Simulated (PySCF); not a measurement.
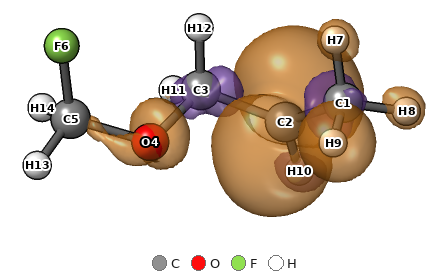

The picture shows: C$_{4}$H$_{8}$FO (doublet). Isosurfaces of the spin density (α minus β) at +0.015 (orange) and −0.015 e/Å³ (purple), seen from one side.

Geometry: GFN2-xTB.

The calculation used UKS B3LYP, pcH-1 on C F H O, non-relativistic, mean-field spin-orbit, GIAO in PySCF 2.14.0, density-fitted response routines.

```json
{"atom": "C", "x (Å)": "-2.1714", "y (Å)": "0.1911", "z (Å)": "0.4359"}
{"atom": "C", "x (Å)": "-1.0807", "y (Å)": "-0.8003", "z (Å)": "0.4343"}
{"atom": "C", "x (Å)": "0.3291", "y (Å)": "-0.3716", "z (Å)": "0.4653"}
{"atom": "O", "x (Å)": "0.7605", "y (Å)": "-0.0268", "z (Å)": "-0.8819"}
{"atom": "C", "x (Å)": "2.0567", "y (Å)": "0.3614", "z (Å)": "-0.9701"}
{"atom": "F", "x (Å)": "2.2655", "y (Å)": "1.5884", "z (Å)": "-0.3660"}
{"atom": "H", "x (Å)": "-1.9251", "y (Å)": "1.0414", "z (Å)": "1.0711"}
{"atom": "H", "x (Å)": "-3.1087", "y (Å)": "-0.2536", "z (Å)": "0.7654"}
{"atom": "H", "x (Å)": "-2.3348", "y (Å)": "0.5865", "z (Å)": "-0.5747"}
{"atom": "H", "x (Å)": "-1.2986", "y (Å)": "-1.8194", "z (Å)": "0.1661"}
{"atom": "H", "x (Å)": "0.9870", "y (Å)": "-1.1741", "z (Å)": "0.8289"}
{"atom": "H", "x (Å)": "0.4562", "y (Å)": "0.5181", "z (Å)": "1.0953"}
{"atom": "H", "x (Å)": "2.3034", "y (Å)": "0.4878", "z (Å)": "-2.0302"}
{"atom": "H", "x (Å)": "2.7603", "y (Å)": "-0.3294", "z (Å)": "-0.4716"}
```

Q: Which atoms carry the spin?

A: The unpaired spin (1 electron) lies mostly on C2 (about 0.7), in electrons by Hirshfeld's partition.
